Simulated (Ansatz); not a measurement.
# CH3AlF2O (SMILES C[O][Al]([F])[F]): methods side by side

CH3AlF2O has 8 atoms, charge 0, and is taken as a singlet. As SMILES, `C[O][Al]([F])[F]`. Geometry: optimised at PBE0/def2-SVP.

```xyz
8

C    -0.2460    0.9100    0.8949
O    -0.4020   -0.2801    0.1933
Al    0.2477   -1.1661   -1.0614
F    -0.4234   -2.6185   -1.4572
F     1.5492   -0.6485   -1.9366
H     0.5970    1.5199    0.5233
H    -0.0683    0.7051    1.9646
H    -1.1619    1.5213    0.8231
```

Quantity: the dissociation energy of the H7–C1 bond into doublet H and doublet CH2AlF2O (shapes relaxed at PBE0/def2-SVP, no zero-point term), in eV. The values are calculated.

| level | kind | program | value (eV) |
| --- | --- | --- | --- |
| HF/def2-SVP | Hartree–Fock | Ansatz | 3.48 |
| PBE/def2-SVP | GGA | Ansatz | 4.26 |
| r2SCAN/def2-SVP | meta-GGA | Ansatz | 4.24 |
| B3LYP/def2-SVP | global hybrid | Ansatz | 4.35 |
| wB97M-V/def2-SVP | range-separated hybrid | Ansatz | 4.50 |

The values span 3.48 to 4.50 eV. Hartree–Fock misses the correlation of the electron pair that is broken and comes out low. Measured bond enthalpies also hold zero-point and thermal terms, a few tenths of an eV less.

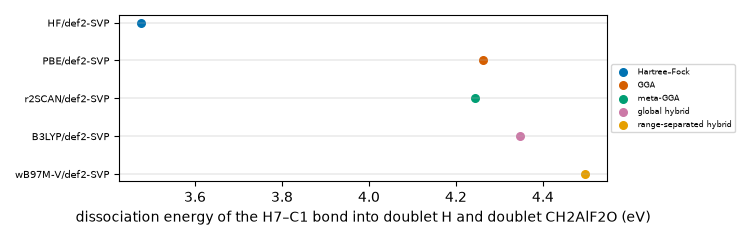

The values of the table, level by level.
